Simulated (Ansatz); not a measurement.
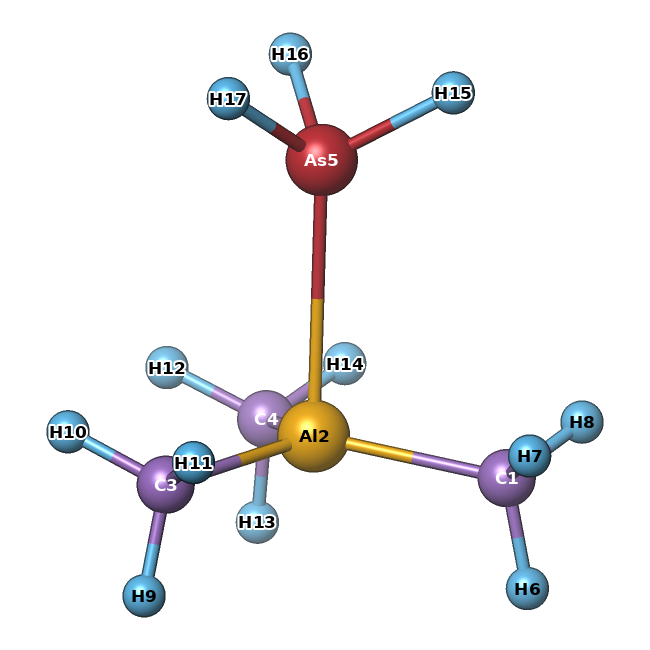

C4 lies behind Al2. The molecule seen a little off the Al2–C4 bond, Al2 in front. Atoms fade into the background with distance from the viewer. Computed geometry: PBE0-D4/def2-TZVP optimisation. No frequency run is at hand to confirm it as a minimum.

Q: What is the torsion angle As5–Al2–C4–H12? The sign is positive where the front bond must turn clockwise to cover the back bond.

A: −61°, synclinal (gauche). The bonds about Al2–C4 are staggered.
